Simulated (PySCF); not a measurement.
```xyz
17

C     2.5078    0.0178    0.7112
C     2.3055   -0.1530   -0.7828
O     1.0888    0.4039   -1.2263
Si   -0.4039    0.2910   -0.6444
C    -1.4379    1.2835    0.4914
C    -2.6406    0.6324    0.6183
C    -2.7834   -0.6231   -0.0371
C    -1.6833   -1.0356   -0.7340
F    -1.6474   -2.2071   -1.4213
H     1.7257   -0.5083    1.2558
H     2.4658    1.0712    0.9769
H     3.4741   -0.3843    1.0028
H     2.3262   -1.2144   -1.0528
H     3.0891    0.3678   -1.3416
H    -1.2516    2.2432    0.9374
H    -3.4538    1.0294    1.2037
H    -3.6880   -1.2024    0.0328
```

Geometry: GFN2-xTB.

Method: UKS B3LYP, pcH-1 on C F H O Si, non-relativistic, mean-field spin-orbit, GIAO in PySCF.

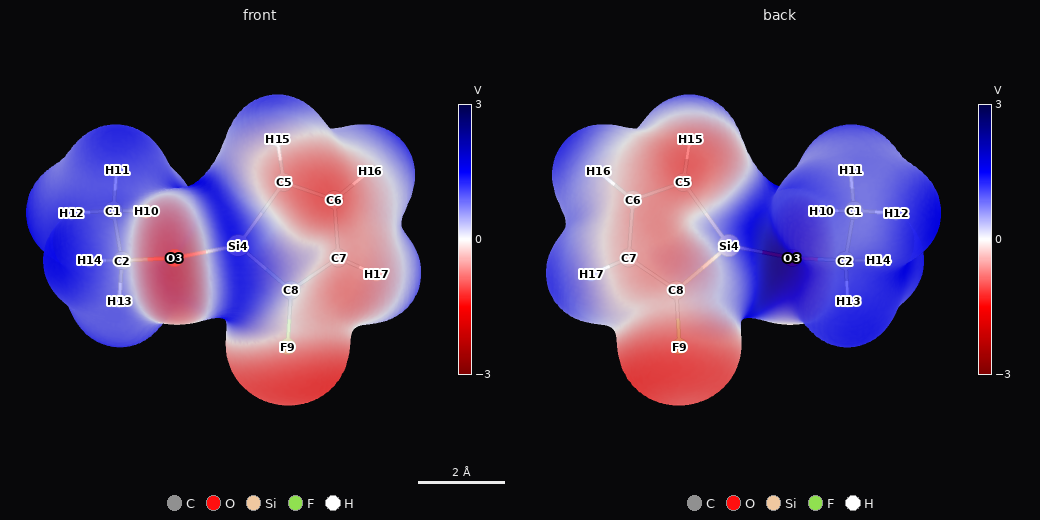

C$_{6}$H$_{8}$FOSi (SMILES CCO[Si]1C=CC=C1F) (doublet). The molecular electrostatic potential painted on the density surface at 0.004 e/bohr³, seen from the front and from behind; red is negative and blue positive.

Question: Where is the surface potential most negative and most positive?

Answer: The most negative region (about −1.1 V) lies over F9, the most positive (about +2.1 V) over Si4.
